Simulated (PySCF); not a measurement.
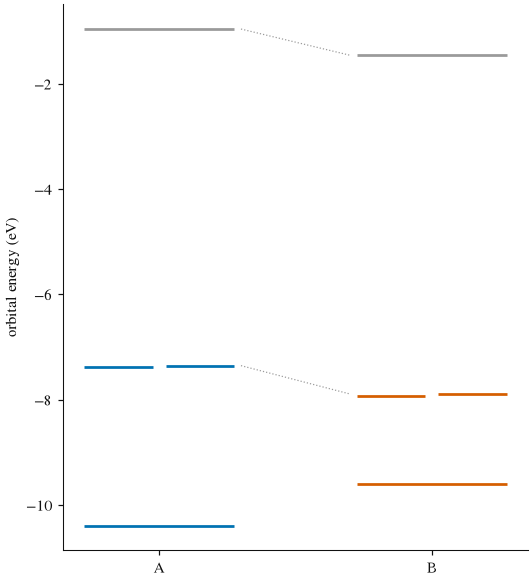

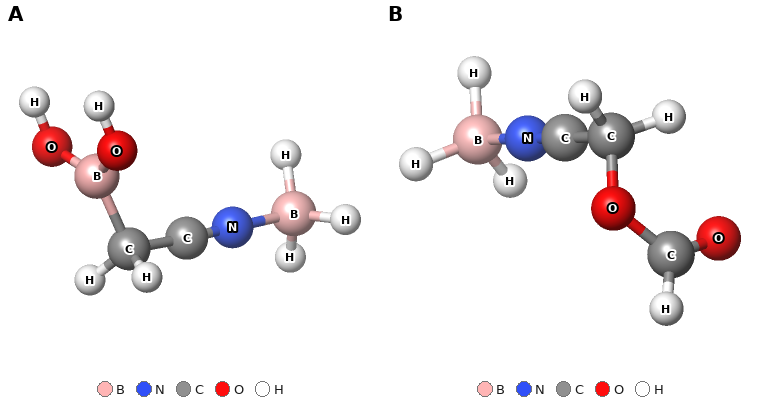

Related molecules: A is C₂H₇B₂NO₂, SMILES [BH3-][N+]#CCB(O)O; B is C₃H₆BNO₂, SMILES [BH3-][N+]#CCOC=O. Frontier orbital energies, PBE0/def2-SVPD, PySCF 2.14.0, at a PBE0-D3(BJ)/def2-SVP geometry (no frequency check); drawn are at most three filled levels and, in grey, the LUMO with any level within 0.03 eV of it; dotted lines join the HOMOs and the LUMOs.

> What does the change do to the frontier levels?

From A to B the HOMO falls by 0.54 eV and the LUMO falls by 0.50 eV, so the separation goes from 6.39 to 6.43 eV.

Limits of at least one run: one conformer of a flexible molecule.
